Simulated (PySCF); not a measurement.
# BClH₂, SMILES `ClB`: electronic structure

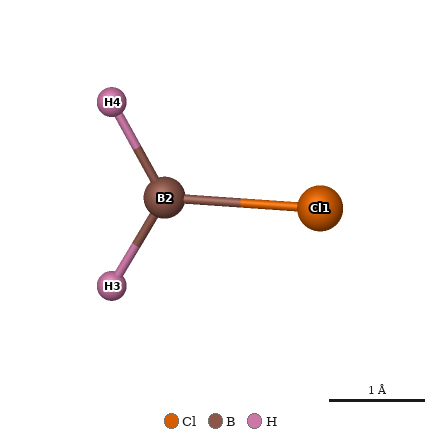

The molecule, with its atoms numbered as below. No frequency check shows the geometry to be a minimum.

Coordinates in Å:

```
Cl1     -0.5355    0.0000    0.0000
B2       1.1381    0.0000    0.0000
H3       1.7066    1.0249    0.0000
H4       1.7066   -1.0249    0.0000
```

### 1. Bonding charge

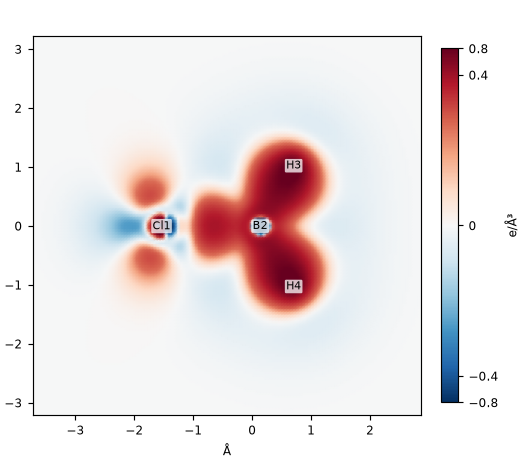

Deformation density (molecule less spherical, spin-averaged free atoms) in the molecular plane; colour scale in e/Å³, logarithmic beyond ±0.1; red: gain, blue: loss.

Level of theory: ωB97X/def2-TZVP (PySCF), at a geometry from GFN2-xTB.

**How much density has each bond in this plane gained at its critical point, relative to the free atoms?**

B2–H3 and B2–H4: +0.57 e/Å³ at the bond critical point (bond length 1.17 Å, Mayer order 1.0). Cl1–B2: +0.28 e/Å³ at the bond critical point (bond length 1.67 Å, Mayer order 1.4). In all, 1.0 electrons gather in the regions of gain relative to the promolecule.

**Where do the Hirshfeld charges lie?**

The highest Hirshfeld charge is on B2 (+0.14 e), the lowest on H3 and H4 (−0.06 e).

### 2. Bond critical points

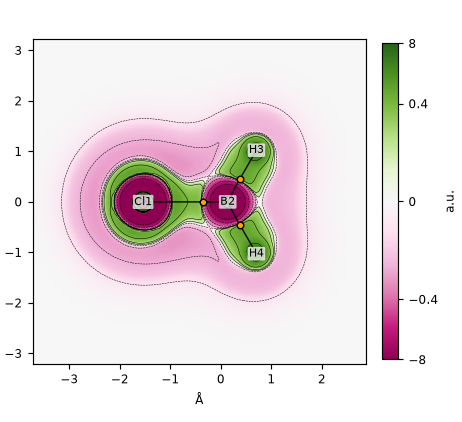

Negative Laplacian of the density (−∇²ρ) in the molecular plane (green positive, pink negative, colour scale in a.u., logarithmic beyond ±0.04), with bond paths and bond critical points (dots).

**At which bond critical points in this plane is charge locally concentrated, and at which depleted?**

Concentrated (∇²ρ < 0): B2–H3 and B2–H4 (−0.42 a.u.). Depleted (∇²ρ > 0): Cl1–B2 (+0.17 a.u., H = −0.167). A positive Laplacian with clearly negative H marks a strongly polar covalent bond, whose critical point lies close to the core of the less electronegative atom.

**Where along Cl1–B2 does the critical point lie?**

1.18 Å from Cl1 and 0.50 Å from B2.

### 3. Local ionisation energy

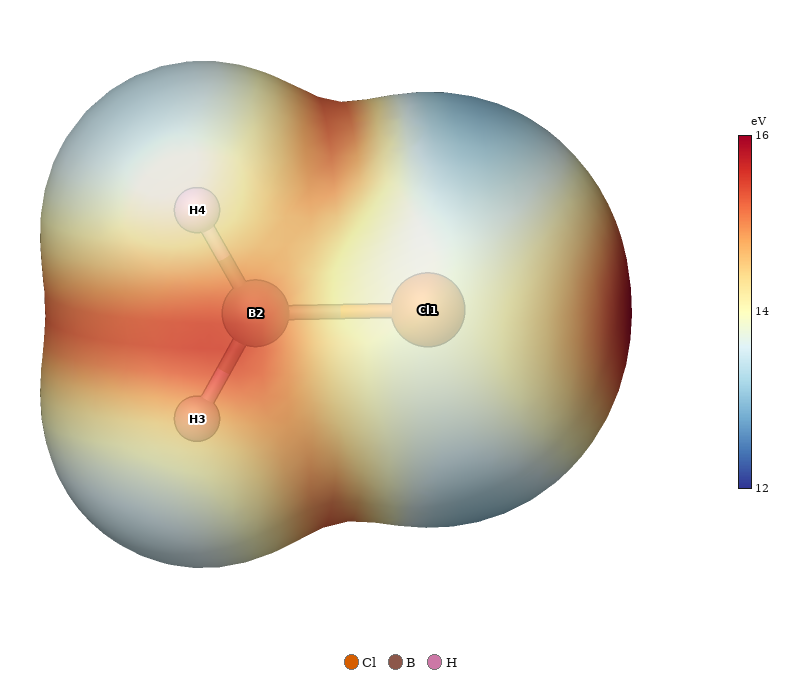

Average local ionisation energy on the surface of electron density 0.001 a.u.

**Where are the most loosely bound electrons on this surface?**

The lowest value is 13.0 eV, 2.1 Å from Cl1, and at like points elsewhere. Further minima include 13.4 eV, 1.4 Å from H4, and at like points elsewhere. For comparison, the highest occupied orbital lies at −11.0 eV.

### 4. In an electric field

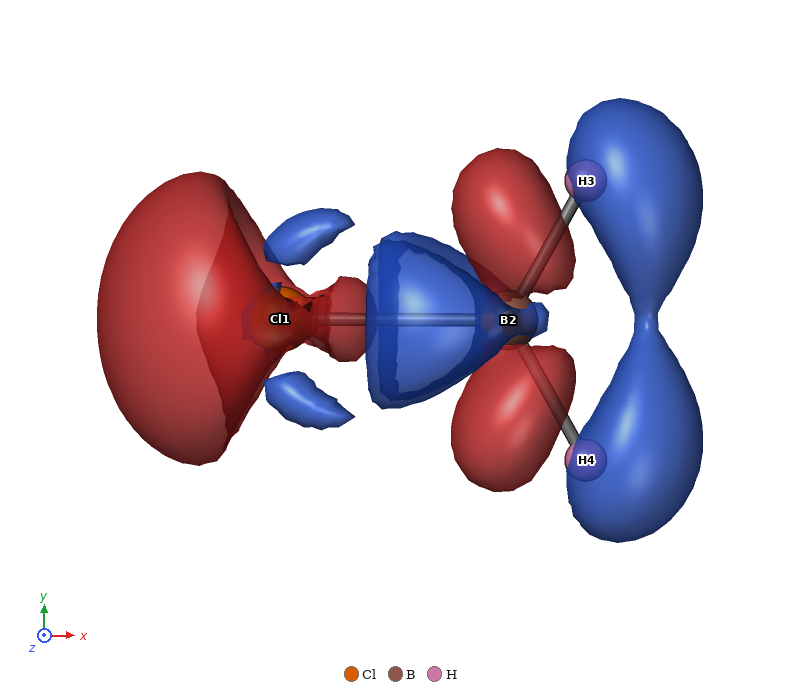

Change of the electron density in a uniform field of 0.21 V/Å, surfaces at ±0.002 e/Å³ (red: gain, blue: loss).

Method: ωB97X/def2-TZVP; geometry: GFN2-xTB; program: PySCF. A basis without diffuse functions makes polarisabilities too small.

**Along which Cartesian direction does the field point?**

Along +x: electrons gather on the −x side, against the field.

**How large is the response?**

The induced dipole is 0.34 D (along the field); α along this axis, from the fields in both directions, is 33 bohr³ (4.9 Å³).

**Which atoms gain and lose the most charge?**

Electrons gather most on Cl1 (Hirshfeld charge changes by −0.018 e) and leave B2 most (+0.007 e); 0.031 electrons are displaced in all.

### 5. Removing or adding an electron

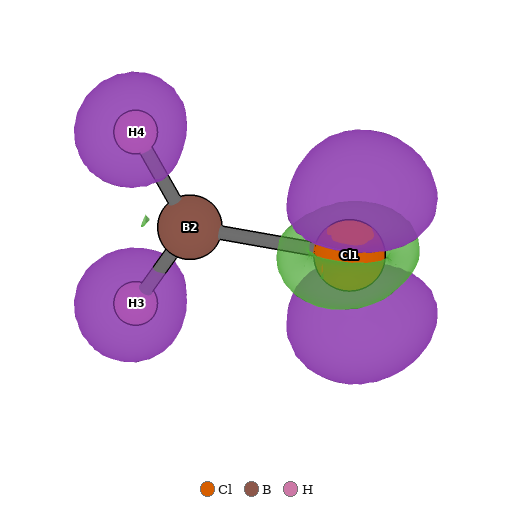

Fukui function f⁻ = ρ(N) − ρ(N−1) at fixed geometry, surfaces at ±0.05 e/Å³ (purple positive, green negative).

Method: ωB97X/def2-TZVP; geometry: GFN2-xTB; program: PySCF.

**On which atoms does the density change most on removal of an electron?**

f⁻ (Hirshfeld-condensed) is largest on Cl1 (0.53); the vertical ionisation energy is 11.41 eV. Condensed values hint at sites of electrophilic attack but needn't mark the atom that reacts. Orbital relaxation makes it negative in places (0.08 e in all).

The PySCF runs shown took 6.8 s, 12 s and 45 s on 1 thread of Arm Neoverse N1 (shared host).
